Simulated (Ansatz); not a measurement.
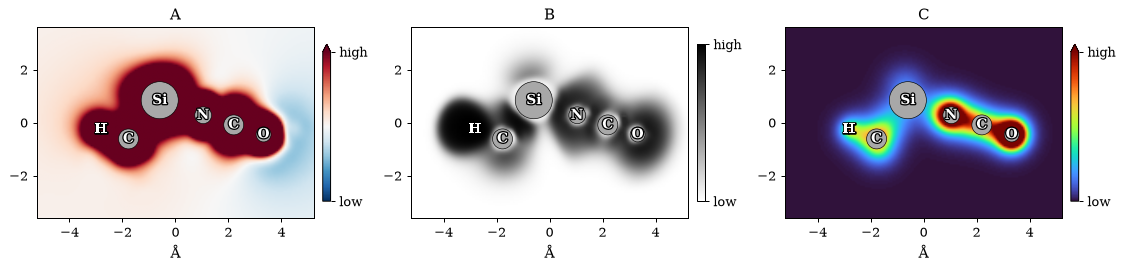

C₂H₅NOSi: 3 fields on the plane of atoms Si1, C4 and H5, with unlabelled colour scales. Grey discs cover the atomic cores.

Geometry: PBE-D4/def2-SVP.

All numbers below come from Ansatz 0.2.0, RKS PBE0-D4/def2-TZVP.

### Which field does each panel show? The fields are: electron density, electron localisation function and electrostatic potential.

Panel A: electrostatic potential (strongly positive close to the atoms, with negative regions outside electron-rich atoms). Panel B: electron localisation function. Panel C: electron density. From the grid: C–O (1.18 Å): ρ is about 3.5 e/Å³ halfway; the ELF peaks at about 0.85 between the atoms; a multiple bond. C–N (1.21 Å): ρ is about 3.1 e/Å³ halfway; the ELF peaks at about 0.85 between the atoms (a multiple bond).
